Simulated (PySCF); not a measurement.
C₆H₁₃ClOSi

```xyz
22

Si   -2.9538    0.5863   -0.4600
C    -1.8349   -0.8206    0.1767
C    -0.4189   -0.5247   -0.2810
C     0.6695   -1.2108    0.5472
C     2.0515   -0.7543    0.0761
C     2.0980    0.7669    0.1230
Cl    3.6450    1.3666   -0.5314
C     0.9451    1.3496   -0.6961
O    -0.2827    0.8876   -0.2024
H    -2.6706    0.8283   -1.8750
H    -2.7998    1.7963    0.3379
H    -4.3364    0.1017   -0.3382
H    -2.1464   -1.7982   -0.1861
H    -1.8656   -0.8552    1.2653
H    -0.3036   -0.8252   -1.3372
H     0.5751   -2.2930    0.4529
H     0.5330   -0.9408    1.5968
H     2.8339   -1.1771    0.7083
H     2.2246   -1.0903   -0.9494
H     2.0342    1.1213    1.1554
H     1.0706    1.0662   -1.7530
H     0.9219    2.4390   -0.6214
```

Geometry: GFN2-xTB.

Computed with PBE0/pcSseg-1, SCF density, gas phase, non-relativistic in PySCF 2.14.0.

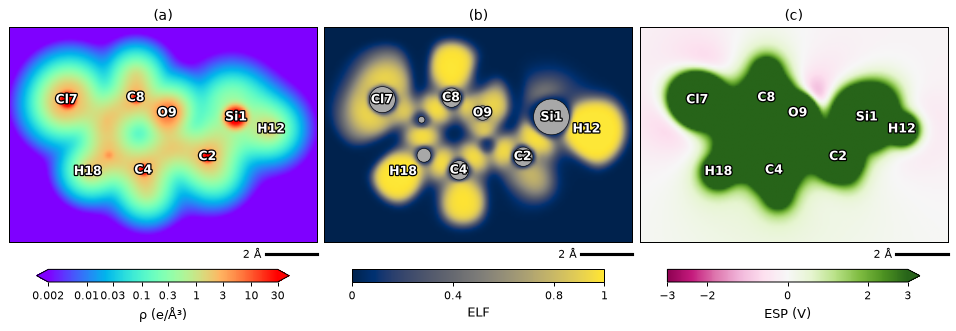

Figure 1. (a) total electron density; (b) electron localisation function; (c) molecular electrostatic potential on the plane of atoms C2, Si1 and H12. Grey discs cover the atomic cores in the ELF map.

Q: Read the bonding off the picture.

A: The section cuts through Si, C, Cl, O and H sites.
C–O (1.40 Å): ρ is about 2.1 e/Å³ halfway, with its minimum of 1.8 e/Å³ about 0.5 Å from C; the ELF peaks at about 0.90 between the atoms; a shared but strongly polarised pair.
C–Si (1.91 Å): ρ is about 0.91 e/Å³ halfway; the ELF peaks at about 0.95 between the atoms (a shared electron pair).
Si–H (1.47 Å): ρ at the midpoint is about 0.79 e/Å³; the ELF climbs to about 1 towards the hydrogen, as it does in any bond to H.
The ELF also peaks beside Cl7 and O9, away from the bonds: lone-pair regions.
Outside the dense part of the molecule the potential is most negative (−1.0 V) near O9.

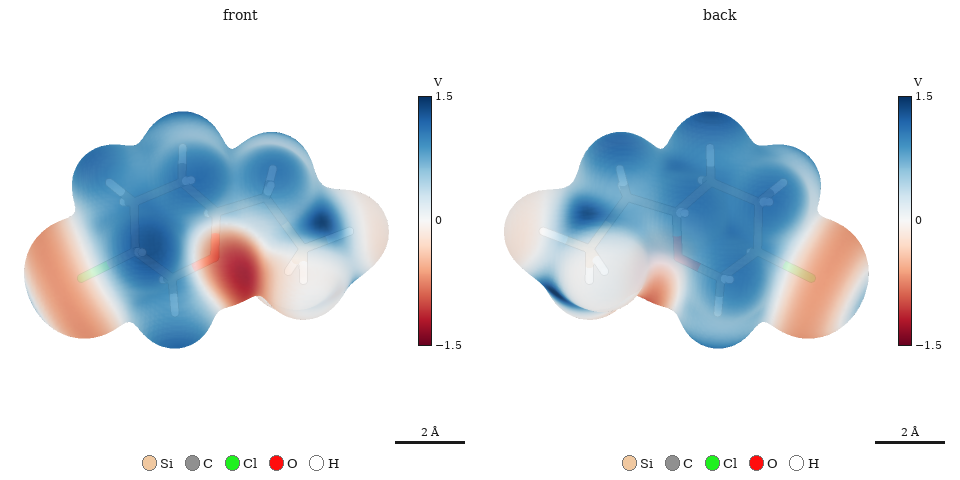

Figure 2. The electrostatic potential painted on the density surface at 0.004 e/bohr³, seen from the front and from behind; red is negative and blue positive.

Q: Which sites attract a positive test charge, and which a negative one?

A: A positive charge is drawn to the negative regions and a negative charge to the positive ones. The most negative region (about −1.2 V) lies over O9, the most positive (about +1.3 V) over Si1, H16 and H20. Cl7 shows a σ-hole: about +0.5 V at the tip opposite its bond, against about −0.5 V on its flanks. O9 is the likeliest acceptor of a hydrogen bond.
